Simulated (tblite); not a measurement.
## Si$_{3}$NH$_{9}$O$_{2}$: molecular dynamics (part 2 of 2)

Si$_{3}$NH$_{9}$O$_{2}$, SMILES O[SiH](O)N([SiH3])[SiH3]; GFN2-xTB Langevin dynamics, gas phase (tblite 0.8.0). 

Geometry of the input (Å):
```
O  2.0032  1.1806  -0.3970
Si 1.3134  -0.0856  0.3367
O  1.9089  -1.4143  -0.3901
N  -0.4014  0.0882  0.1433
Si -0.9934  1.7018  -0.1569
Si -1.3948  -1.3303  0.0845
H  2.8725  1.0607  -0.7698
H  1.6496  -0.0977  1.7584
H  1.5123  -2.2599  -0.2092
H  -2.4325  1.6557  0.1106
H  -0.3190  2.6094  0.7671
H  -0.7536  2.0859  -1.5499
H  -0.8360  -2.3008  1.0382
H  -2.7497  -0.9475  0.4662
H  -1.3838  -1.9382  -1.2539
```

Trajectory as extended XYZ, continued
```
15
Properties=species:S:1:pos:R:3:forces:R:3 step=21 time_fs=525.0 energy=-571.38054 temperature=170.4
O     1.5231    1.7873   -0.1054   -0.7468  -1.3687   0.1825
Si    1.3106    0.1585    0.1581    0.2081   0.2196   0.2581
O     2.0605   -0.9267   -0.8304   -1.0367   0.4344  -1.0264
N    -0.4133   -0.1195    0.2017    0.0801   0.5448  -0.6001
Si   -1.4752    1.2799   -0.0328    0.5064   0.1170   0.1635
Si   -0.9473   -1.7448    0.4657    0.2912  -0.2198  -0.3082
H     2.3114    2.0945   -0.5101    0.6771   0.1751  -0.2693
H     1.9540   -0.1507    1.4350   -0.0669   0.0165  -0.1435
H     1.6060   -1.1403   -1.6827    0.7184   0.2346   1.1807
H    -2.7632    0.8993   -0.6380    0.1982  -0.1061   0.0828
H    -1.6574    1.8634    1.3199   -0.0339  -0.0732  -0.3265
H    -0.7529    2.2151   -0.9390   -0.4349  -0.2694   0.2339
H    -0.3381   -2.1990    1.6761    0.4962  -0.2838   0.6332
H    -2.3419   -1.6545    0.7610   -0.7806   0.0585  -0.1300
H    -0.6458   -2.7872   -0.5629   -0.0760   0.5205   0.0695
15
Properties=species:S:1:pos:R:3:forces:R:3 step=23 time_fs=575.0 energy=-571.34059 temperature=177.4
O     1.4965    1.7086   -0.1098   -0.8169   0.3633  -0.1047
Si    1.2503    0.1684    0.2646   -0.7349  -0.4113  -0.4437
O     1.8815   -0.8384   -0.8427   -0.0484   0.0869  -0.5176
N    -0.5009    0.0051    0.2125    1.4127  -0.7923  -0.1136
Si   -1.5262    1.3582    0.0035   -1.7793  -0.4459   1.6689
Si   -0.9671   -1.6495    0.4155   -1.2212  -0.3438   0.1660
H     2.3101    2.1676   -0.0856    0.8403   0.2546   0.0804
H     1.9264   -0.3328    1.4145    0.1541  -0.0215   0.5812
H     1.5490   -0.7147   -1.7357    0.2143  -0.2245   0.1572
H    -2.8647    0.8387   -0.4701    0.6718   0.2848   0.0251
H    -1.7475    1.7726    1.4590    0.0533   0.1448  -0.7899
H    -0.9309    2.3363   -0.8123    0.3661   0.8052  -0.7113
H    -0.1291   -2.2626    1.4230    0.2213  -0.1008   0.2159
H    -2.3801   -1.6027    0.9438    0.6317  -0.0179  -0.3373
H    -0.9193   -2.5361   -0.7797    0.0350   0.4184   0.1233
15
Properties=species:S:1:pos:R:3:forces:R:3 step=24 time_fs=600.0 energy=-571.36506 temperature=208.5
O     1.5656    1.7822   -0.1070    0.4228  -0.4193   0.0910
Si    1.2554    0.1982    0.2087    0.3518   0.2898   0.1863
O     1.9522   -0.7986   -0.8978   -0.4359   0.0917  -0.5829
N    -0.4674    0.0597    0.3382   -0.7166   0.6618  -0.4315
Si   -1.5822    1.4553   -0.0122    1.1854  -0.4513  -0.4606
Si   -0.9559   -1.6122    0.3672   -0.8526   0.3352  -0.1574
H     2.5030    2.0047   -0.0884   -0.4844   0.0289  -0.0763
H     1.8842   -0.1556    1.5217   -0.2125  -0.0010  -0.7368
H     1.6670   -0.9235   -1.8309    0.2149   0.3126   1.2973
H    -2.9094    0.9982   -0.4692    0.2649  -0.1133   0.2663
H    -1.6014    2.4415    1.0659   -0.0884  -0.2562   0.3062
H    -0.9705    2.2301   -1.1275   -0.1900  -0.3024   0.1127
H    -0.0146   -2.3970    1.1362    0.1421  -0.1202   0.1206
H    -2.3060   -1.6028    0.9983    0.3949  -0.0626  -0.2079
H    -1.0334   -2.1235   -1.0271    0.0036   0.0063   0.2731
15
Properties=species:S:1:pos:R:3:forces:R:3 step=25 time_fs=625.0 energy=-571.28218 temperature=189.5
O     1.6737    1.7781   -0.0808    0.5913   1.0096  -0.5130
Si    1.2302    0.2543    0.1718    1.8326  -0.7348   0.4806
O     1.9557   -0.7061   -0.9454   -0.5982   0.1189  -0.3023
N    -0.4540    0.1637    0.3634   -1.3296   0.1006  -0.5983
Si   -1.5421    1.5097   -0.0486    0.8320  -0.7711  -0.4845
Si   -0.9938   -1.5006    0.2848    2.0652  -0.0677  -0.0074
H     2.5337    1.9733   -0.4928   -0.8014  -0.2897   0.4331
H     1.9297   -0.2922    1.3611   -0.2765   0.2519  -0.2295
H     1.5039   -0.8972   -1.7716    0.2134   0.0191   0.2752
H    -2.8241    0.8647   -0.0923   -0.6449  -0.2393  -0.1236
H    -1.5149    2.3462    1.1044    0.1689   0.6770   0.4600
H    -1.2959    2.1250   -1.3937    0.0407  -0.1632   0.5674
H     0.1872   -2.2842    0.8381   -0.8528   0.3097  -0.2723
H    -2.1685   -1.7457    1.0046   -1.1429  -0.0505   0.7600
H    -1.1636   -1.8574   -1.1075   -0.0979  -0.1704  -0.4456
15
Properties=species:S:1:pos:R:3:forces:R:3 step=27 time_fs=675.0 energy=-571.44457 temperature=204.7
O     1.7906    1.7879    0.0286   -0.8735  -0.7156   0.3201
Si    1.2364    0.2590    0.2378   -0.8207   0.4189  -0.6699
O     1.7952   -0.6289   -1.0078    0.0537  -0.6180  -0.2707
N    -0.5365    0.1663    0.1264    1.0257  -0.1295   0.5040
Si   -1.4035    1.6621   -0.0481   -0.9073   0.4542  -0.1304
Si   -1.1743   -1.4654    0.1359   -0.8530   0.6419  -0.4746
H     2.5241    1.7692   -0.5539    0.7126   0.3386  -0.5773
H     1.8734   -0.1723    1.4463   -0.0906  -0.3049   0.5673
H     1.4457   -1.5096   -1.2112    0.2332   0.7691   0.2346
H    -2.8340    1.3764    0.2943    0.4734  -0.0232   0.1252
H    -0.8724    2.7658    0.8062   -0.0865  -0.5503  -0.3099
H    -1.5526    2.1068   -1.4715    0.3699  -0.1406   0.3416
H    -0.1993   -2.3662    0.7155    0.1814  -0.1638   0.2748
H    -2.5000   -1.4696    0.8391    0.6532   0.0014  -0.2970
H    -1.3138   -1.8690   -1.2990   -0.0714   0.0219   0.3621
15
Properties=species:S:1:pos:R:3:forces:R:3 step=28 time_fs=700.0 energy=-571.42571 temperature=191.2
O     1.7671    1.6932    0.1664   -0.1735   0.3174   0.2183
Si    1.1668    0.1995    0.2508    1.2065   0.0820  -0.0379
O     1.8148   -0.5654   -1.0355    0.1696  -0.2745   0.1676
N    -0.5266    0.1686    0.1954   -1.7446   0.1965  -0.4630
Si   -1.3674    1.7112   -0.0647    0.3906  -1.1699  -0.1452
Si   -1.2179   -1.4307    0.0895    0.6438   0.3778   1.2461
H     2.4291    1.9494   -0.4670    0.0177  -0.1891  -0.0713
H     1.4902   -0.4121    1.5306    0.2957   0.0578   0.0495
H     1.8111   -1.5157   -0.9743   -0.0167  -0.0149  -0.2236
H    -2.7243    1.4688    0.4400    0.0240   0.0649  -0.3114
H    -0.6768    2.6065    0.8081    0.1915   0.5874   0.3928
H    -1.0883    2.0747   -1.4704   -0.3865   0.0288   0.1608
H    -0.2598   -2.1964    0.9463   -0.3692  -0.0289  -0.2653
H    -2.5252   -1.4063    0.7035   -0.3006   0.1167   0.0935
H    -1.3016   -2.0984   -1.1714    0.0517  -0.1520  -0.8109
15
Properties=species:S:1:pos:R:3:forces:R:3 step=29 time_fs=725.0 energy=-571.52205 temperature=237.7
O     1.7108    1.6531    0.3150    0.9333   0.4763  -0.7527
Si    1.1851    0.1327    0.2797    0.6902  -0.6808   0.6666
O     1.9020   -0.5841   -0.9840    0.3289   0.0745  -0.4002
N    -0.5228    0.1460    0.1893   -0.4548   0.1613   0.1177
Si   -1.3224    1.6798   -0.0618   -0.3834  -0.4282   0.6930
Si   -1.2674   -1.4122    0.0873   -0.1575   0.3578  -1.1720
H     2.4568    1.8960   -0.2726   -0.8446  -0.3259   0.7152
H     1.5995   -0.6073    1.5114   -0.1589   0.3613  -0.3947
H     1.7825   -1.4708   -1.3122   -0.1999   0.1281   0.2428
H    -2.7672    1.3859   -0.0807    0.1312   0.0163   0.2759
H    -0.8519    2.6231    0.9512   -0.1268  -0.0900   0.0316
H    -1.0881    2.1953   -1.3657    0.3741   0.3777  -0.9382
H    -0.7502   -2.4251    0.9615    0.3916  -0.3022   0.3716
H    -2.6587   -1.1776    0.3981   -0.3175  -0.0314  -0.0125
H    -1.0189   -1.8137   -1.3489   -0.2058  -0.0948   0.5561
15
Properties=species:S:1:pos:R:3:forces:R:3 step=31 time_fs=775.0 energy=-571.43964 temperature=209.1
O     1.6442    1.5404    0.5936   -0.9582  -0.3893  -0.1576
Si    1.2635   -0.0221    0.3962   -1.5598   0.6525   1.4772
O     2.0304   -0.6847   -0.8079    0.5606  -1.0120  -1.9197
N    -0.4563    0.0754    0.0510    0.1116  -1.0930   0.4656
Si   -1.2377    1.6285   -0.0143   -0.5720  -0.5794  -0.4556
Si   -1.3367   -1.4540   -0.0163   -0.0605   0.7575  -0.3775
H     2.5054    1.8040    0.8261    1.1155   0.2882   0.2285
H     1.5631   -0.8904    1.5521   -0.1011   0.3611  -0.0764
H     1.4888   -1.1500   -1.4563    0.4464   0.1967   0.2364
H    -2.6852    1.2671   -0.1586    0.4727   0.3479   0.2146
H    -0.8666    2.4102    1.1263   -0.0318   0.3105   0.4784
H    -0.8260    2.2481   -1.2582    0.1234   0.2636  -0.2660
H    -1.2936   -2.3949    1.1123    0.2124   0.2133   0.0191
H    -2.7365   -1.0120   -0.1992    0.2964  -0.2943  -0.0006
H    -0.8089   -2.1464   -1.2145   -0.0556  -0.0232   0.1337
15
Properties=species:S:1:pos:R:3:forces:R:3 step=32 time_fs=800.0 energy=-571.50353 temperature=211.8
O     1.6949    1.4866    0.7503   -0.1362  -1.1762  -0.3438
Si    1.1621   -0.0635    0.4295    1.2745   0.5485  -0.3243
O     2.1191   -0.7098   -0.7625   -0.3356   0.4903   0.8410
N    -0.5016   -0.0041    0.0088    0.0751   1.5550  -0.1229
Si   -1.1399    1.6474   -0.0320   -0.5343  -0.1973   0.7436
Si   -1.3185   -1.4989   -0.0965    0.0327  -0.4699  -0.1402
H     2.6504    1.5634    0.7590   -0.2416   0.0660  -0.0150
H     1.3636   -0.8712    1.6131    0.0852  -0.1253   0.1275
H     1.7567   -1.0121   -1.5829   -0.1908  -0.0996  -0.1633
H    -2.6265    1.5589    0.1145    0.4857  -0.1143  -0.1364
H    -0.6548    2.4572    1.1190   -0.1464  -0.3307  -0.3633
H    -0.7788    2.2775   -1.2853    0.1121   0.0598  -0.2972
H    -1.3645   -2.0055    1.2557   -0.1708  -0.2999   0.3351
H    -2.5958   -1.3199   -0.7348   -0.3864   0.1550  -0.0986
H    -0.5311   -2.4122   -0.9321    0.0768  -0.0616  -0.0423
15
Properties=species:S:1:pos:R:3:forces:R:3 step=33 time_fs=825.0 energy=-571.39549 temperature=147.5
O     1.6874    1.3937    0.8157    0.6351   1.5340   0.3850
Si    1.1710   -0.0617    0.4705    0.8871  -1.5286  -0.8913
O     2.1517   -0.6771   -0.7047    0.3469   0.4426   1.8959
N    -0.4594    0.0115   -0.0258   -0.9349   0.6711   0.0392
Si   -1.0727    1.6886   -0.0440    0.4440  -0.0538  -0.2735
Si   -1.3088   -1.5185   -0.1345    0.0512   0.1193  -0.0102
H     2.6284    1.5801    0.8658   -0.3495  -0.1313  -0.0538
H     1.3473   -0.9479    1.5803    0.0836  -0.3296   0.4847
H     1.8542   -0.8324   -1.5607   -0.6385  -0.3417  -1.5889
H    -2.5025    1.5951    0.0975   -0.5044  -0.1594   0.0047
H    -0.6219    2.6199    1.0523   -0.0637  -0.5845  -0.5209
H    -0.7406    2.2464   -1.4050   -0.0140  -0.2027   0.5923
H    -1.9407   -1.9449    1.1405    0.2426   0.1646  -0.2201
H    -2.3303   -1.4026   -1.1697   -0.1034   0.1681  -0.0427
H    -0.3667   -2.5576   -0.6157   -0.0822   0.2320   0.1998
15
Properties=species:S:1:pos:R:3:forces:R:3 step=35 time_fs=875.0 energy=-571.42595 temperature=181.0
O     1.6749    1.4382    0.8849   -0.1143  -1.1942  -0.2848
Si    1.2676   -0.1219    0.4971   -0.0956   1.0063   1.0551
O     2.1978   -0.7142   -0.6732   -0.2392  -0.7771  -1.3880
N    -0.3906    0.0921    0.0793    0.8168  -1.4808   0.0449
Si   -1.0298    1.6585    0.0063   -0.5620   1.7443   0.1166
Si   -1.3689   -1.3130   -0.1743   -0.5543   0.4317  -0.5120
H     2.6014    1.6278    0.9733    0.1890   0.0957   0.0291
H     1.4051   -1.0551    1.6334   -0.0034   0.3082  -0.1541
H     1.7909   -1.2600   -1.3808    0.5563   0.7006   0.8927
H    -2.4460    1.5479   -0.3357   -0.0990  -0.1197  -0.0739
H    -0.9645    2.3402    1.3118    0.0872  -0.1447  -0.1271
H    -0.3818    2.4744   -1.0305    0.0508  -0.1246   0.0530
H    -2.4344   -1.1127    0.7905   -0.1692  -0.3797   0.2251
H    -1.9019   -1.0733   -1.5196   -0.1099  -0.1584  -0.1535
H    -0.7575   -2.6374   -0.2447    0.2468   0.0923   0.2770
15
Properties=species:S:1:pos:R:3:forces:R:3 step=36 time_fs=900.0 energy=-571.41756 temperature=171.9
O     1.7480    1.3498    0.8965    1.3607   1.6111   0.0364
Si    1.3469   -0.1351    0.5351   -0.5773  -1.6481  -0.4210
O     2.2548   -0.7343   -0.7147   -1.2238  -0.5426  -0.2061
N    -0.3737    0.0336    0.1483    1.3172   0.9101   0.1494
Si   -0.9294    1.6849    0.0120    0.1603   0.2704  -0.4952
Si   -1.4407   -1.2408   -0.1873   -0.8477  -1.2588   0.1994
H     2.6835    1.6122    0.8382   -0.8263  -0.1794   0.0693
H     1.6849   -0.9334    1.7287   -0.3303  -0.0248  -0.2648
H     1.8104   -1.4254   -1.2554    0.6867   0.8878   0.6733
H    -2.1777    1.5433   -0.7355   -0.1501   0.0642  -0.0057
H    -1.1709    2.2000    1.3461    0.0532   0.1224   0.1702
H    -0.0491    2.5600   -0.8216   -0.2432  -0.3386   0.3627
H    -2.6264   -1.3928    0.7142    0.3286   0.3489  -0.2528
H    -1.9400   -1.2903   -1.5772    0.1782   0.1130   0.1550
H    -0.6064   -2.3863    0.1537    0.1139  -0.3356  -0.1700
15
Properties=species:S:1:pos:R:3:forces:R:3 step=37 time_fs=925.0 energy=-571.40598 temperature=172.5
O     1.8845    1.3078    0.8982    0.4054  -0.9083  -0.0091
Si    1.3590   -0.2380    0.5981    0.1703   1.1380  -0.7958
O     2.2867   -0.6953   -0.6779    0.1213   0.5144   0.6031
N    -0.2976   -0.0011    0.1605   -0.8132   0.9234  -0.2970
Si   -0.8382    1.7295   -0.0256    0.3831  -1.2824  -0.2513
Si   -1.4707   -1.2530   -0.2141    0.8119   0.4373  -0.5833
H     2.7930    1.5573    0.6712   -0.6341  -0.3565   0.1648
H     1.3968   -1.1801    1.6826    0.2332  -0.1132   0.3211
H     2.1230   -1.4620   -1.1971   -0.2290  -0.4645  -0.1950
H    -1.9927    1.6502   -0.9577    0.3639   0.1143   0.1704
H    -1.2538    2.1543    1.2866   -0.2184   0.1366   0.4600
H     0.2643    2.6018   -0.4415   -0.2994  -0.1219  -0.2292
H    -2.6933   -0.9500    0.5158   -0.0592  -0.2014   0.1834
H    -1.7603   -1.1068   -1.6732   -0.0038  -0.1532   0.3050
H    -0.8173   -2.5774   -0.0459   -0.2320   0.3375   0.1531
15
Properties=species:S:1:pos:R:3:forces:R:3 step=39 time_fs=975.0 energy=-571.47361 temperature=178.0
O     1.9405    1.1045    1.1658   -0.1090   0.6782   0.4487
Si    1.4003   -0.2599    0.5737   -1.1127  -1.3661  -0.1700
O     2.3968   -0.8064   -0.6183   -0.5621  -0.0511   0.1960
N    -0.2400    0.1041    0.0359    0.8953  -1.2014  -0.0301
Si   -0.7268    1.7326   -0.1438   -1.0751   1.0276  -0.3714
Si   -1.3256   -1.2200   -0.3469    0.1752   0.8972   0.0942
H     2.8127    1.4044    0.9935    0.7180   0.1912  -0.1142
H     1.2340   -1.2820    1.6688    0.2830   0.5067  -0.5581
H     2.0509   -1.5158   -1.1662    0.2130   0.2851   0.1857
H    -1.9538    1.6480   -1.0300    0.5762   0.1113   0.3032
H    -1.1924    2.2338    1.1693    0.2264  -0.0192  -0.1711
H     0.2146    2.6848   -0.7860   -0.0996  -0.3953   0.1986
H    -2.6038   -0.7013    0.1196   -0.1704  -0.3038   0.1222
H    -1.4130   -1.4042   -1.7891    0.0691  -0.1082  -0.2775
H    -0.7639   -2.4036    0.2683   -0.0273  -0.2521   0.1439
15
Properties=species:S:1:pos:R:3:forces:R:3 step=40 time_fs=1000.0 energy=-571.46432 temperature=223.1
O     2.0085    1.0614    1.2836    0.2372  -0.0934  -0.4053
Si    1.3785   -0.2536    0.5747   -0.4728  -0.3288   0.0982
O     2.3719   -0.7996   -0.5988   -0.0746  -0.3880  -0.6113
N    -0.1862    0.1125   -0.1333    0.1979   0.0778   0.5521
Si   -0.7447    1.7792   -0.1512    0.8612  -0.3242  -0.0929
Si   -1.2339   -1.2285   -0.4246    0.0899  -0.3788  -0.3872
H     2.8950    1.2771    0.9996   -0.0674   0.1151   0.0988
H     1.2915   -1.2210    1.6925   -0.0869   0.1683  -0.4247
H     2.1027   -1.3699   -1.3449    0.0925   0.6608   0.9723
H    -2.0545    1.8176   -0.8310    0.3642   0.0453   0.0336
H    -0.8200    2.2038    1.2369   -0.2138   0.1827   0.1908
H     0.4509    2.4601   -0.7410   -0.6753   0.0194  -0.0585
H    -2.5835   -0.8976    0.0445    0.0461  -0.0138  -0.1866
H    -1.0367   -1.4449   -1.8933   -0.3115  -0.0783   0.3550
H    -0.8367   -2.4831    0.2657    0.0131   0.3360  -0.1344
```

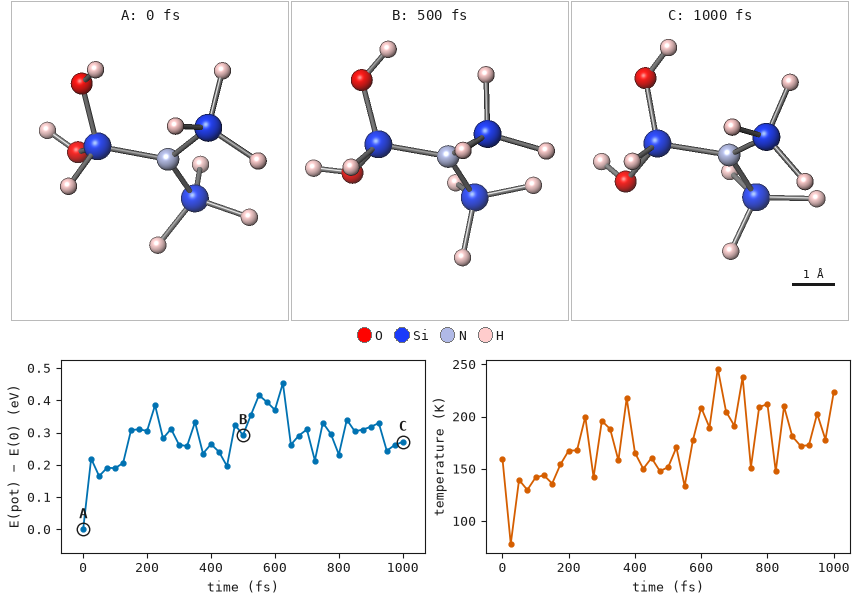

Figure 1. Frames of the molecular dynamics (ball-and-stick, seen at a tilt) above the curves, on which the letters mark them. The trajectory kept here has 41 frames over 1000 fs. The temperature starts at 160 K, ranges from 78 to 246 K and averages 189 K over the second half. The potential energy ends 0.271 eV above its first value. After an unweighted best fit of the last frame on the first, the root-mean-square displacement is 1.17 Å, and H15 has moved furthest (2.70 Å).

Summary

- outcome: finished
- mean temperature over the second half: 189 K
- trajectory: 41 frames kept, 1000 fs
- wall time: 15 s
- peak memory: 0.18 GiB
